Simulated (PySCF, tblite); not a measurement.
**C6H4BF2S radical: geometry, infrared bands and EPR parameters**

Wanted: the infrared bands and EPR parameters of C6H4BF2S radical (`FB(F)C#C[C]1CC=CS1`), by calculation.

The runs use tblite 0.8.0 and PySCF 2.14.0, with density-fitted response routines of our own; the level of theory stands in each step. All values are computed, except where a source is named. Atoms count from 0, in the outputs and in this text.

## (1) The molecule as given

14 atoms, charge 0, multiplicity 2; geometry from: force field or distance geometry start.

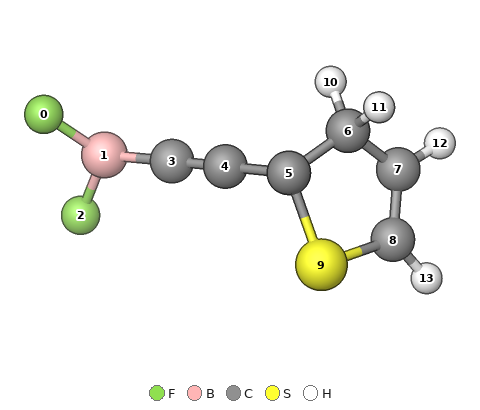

The starting geometry (fluorine green, boron pink, carbon grey, sulfur yellow, hydrogen white), atoms numbered; sticks join atoms by distance.

## (2) Relaxing the molecule with GFN2-xTB

What the job is given:

```
{"job": {"kind": "relax", "xc": "GFN2-xTB", "basis": "xTB"}, "charge": 0, "multiplicity": 2}
F      4.533800    -0.733100     0.337300
B      3.507900     0.164200    -0.246900
F      4.011900     1.500800    -0.485400
C      2.067800    -0.055600     0.275900
C      0.928300    -0.222600     0.700600
C     -0.427600    -0.419500     1.200400
C     -1.280600    -0.986300     0.166400
C     -2.063800    -0.040600    -0.580900
C     -2.113800     1.166600    -0.073500
S     -1.149500     1.233500     1.454200
H     -0.736900    -1.635900    -0.580000
H     -2.006700    -1.706900     0.668300
H     -2.610100    -0.290100    -1.514800
H     -2.661400     2.025200    -0.503700
```

Launch:

```sh
OMP_NUM_THREADS=1 python probes_run.py task.json out
```

One launch serves the whole session: the jobs run in the order shown.

**Question.** This job is followed by: GFN2-xTB harmonic vibrations, gas phase; UKS B3LYP, pcH-1 on B C F H S, non-relativistic, mean-field spin-orbit, GIAO. What will the session give for the following? strongest single infrared mode (GFN2-xTB); zero-point energy (GFN2-xTB); g(iso) (B3LYP); ⟨S²⟩; largest a(iso) (averaged by class); potential on the surface of density 0.002 e/bohr³, 1st and 99th percentile.

**Answer**, as computed:

```
                                                                  quantity                      value
                                 strongest single infrared mode (GFN2-xTB)      1194 cm⁻¹, 543 km/mol
                                              zero-point energy (GFN2-xTB)              52.6 kcal/mol
                                                            g(iso) (B3LYP)                    2.00503
                                                                      ⟨S²⟩         0.762 (exact 0.75)
                                        largest a(iso) (averaged by class)  1H on H10, H11, 102.8 MHz
potential on the surface of density 0.002 e/bohr³, 1st and 99th percentile         -1.04 V and 1.49 V
```

Relaxing lowered the energy by 2.406 eV in 92 steps; the close pair that moved most is F0–B1, from 1.483 to 1.330 Å. All 36 modes are real, so the xTB geometry is a minimum. The strongest single mode, at 1194 cm⁻¹, is spread over many atoms; the largest shares are those of B1, C5. Unscaled tight-binding wavenumbers are off by several per cent, some by more. Its intensities can rank the bands wrongly. The largest spin populations lie on C5 (0.49 e), C3 (0.37 e). The isotropic g lies 2.7 ppt above the free-electron value. The conformer search found further structures of the same energy, which may be mirror or relabelled copies of this one.
